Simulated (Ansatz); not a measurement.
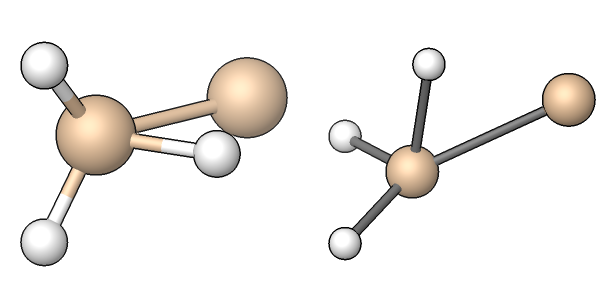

The same structure drawn twice, from different directions. Colours: silicon light orange, hydrogen white.

State: neutral, doublet.

Question: Give the formula.

Answer: Si₂H₃, 5 atoms: 2 silicon and 3 hydrogen.

Question: Which point group does it belong to?

Answer: Cs.

Question: How many sets of symmetry-equivalent atoms are there?

Answer: 4: 1 Si, 1 Si, 1 H, 2 H.

More results for the same structure follow; atom numbers are the same in all pictures, views and colours differ. The geometry was computed by an optimisation with PBE0-D4/def2-TZVP. No frequency run is at hand to confirm it as a minimum.

**Electronic properties**

No frequency run is at hand to confirm it as a minimum. Level of theory: UKS r2SCAN-D4/def2-TZVPP (Ansatz 0.2.0).

Question: What is the ⟨S²⟩ of the determinant?

Answer: 0.763.

**Dipole moment**

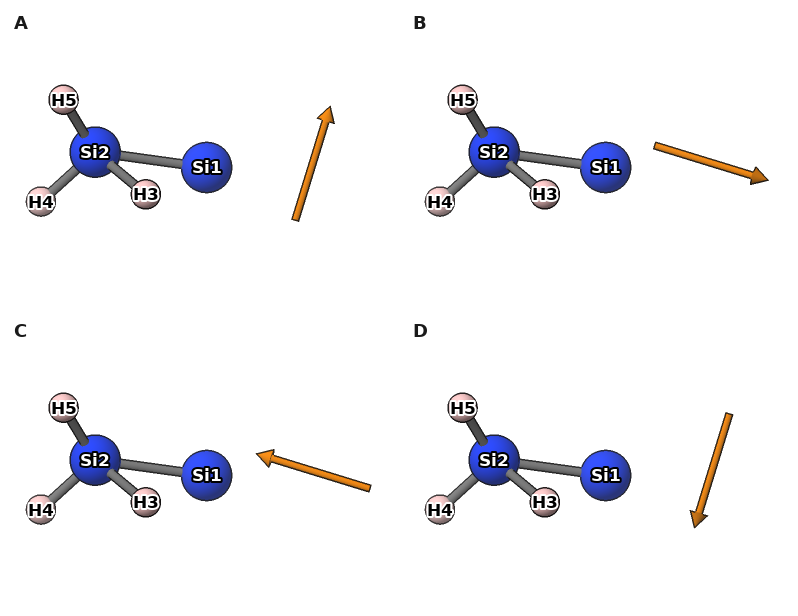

The same molecule four times, each with an arrow. No frequency run is at hand to confirm it as a minimum. Method: UKS PBE0-D4/def2-TZVP (Ansatz 0.2.0).

Question: Which arrow points along the dipole moment, from the negative to the positive end?

Answer: C. The dipole moment is 1.10 D; it points from the side of Si1 to the side of H4, H5 (the outermost atoms at the two ends).

**Charges**

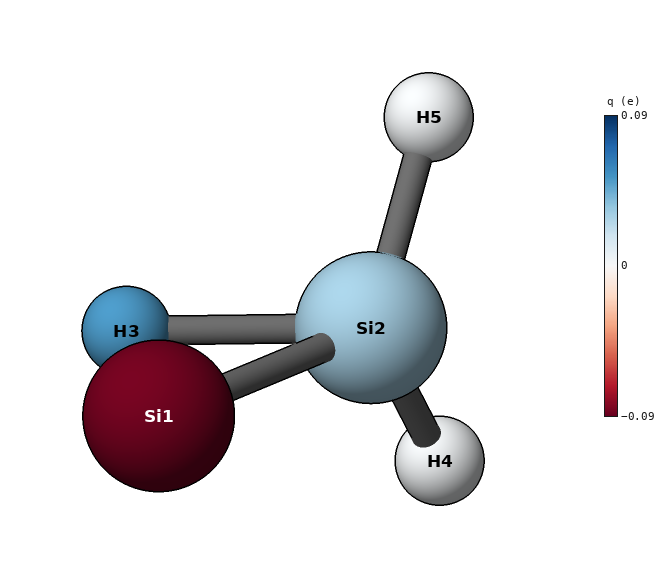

Atoms are coloured by their Mulliken charges. No frequency run is at hand to confirm it as a minimum. Properties computed with UKS PBE0-D4/def2-TZVP (Ansatz 0.2.0).

List the Mulliken charges.

```json
{"atom": "Si1", "value (e)": "−0.09"}
{"atom": "Si2", "value (e)": "0.03"}
{"atom": "H3", "value (e)": "0.05"}
{"atom": "H4", "value (e)": "0.00"}
{"atom": "H5", "value (e)": "0.00"}
```

Mulliken values depend strongly on the basis set and can even reverse the polarity of a bond.
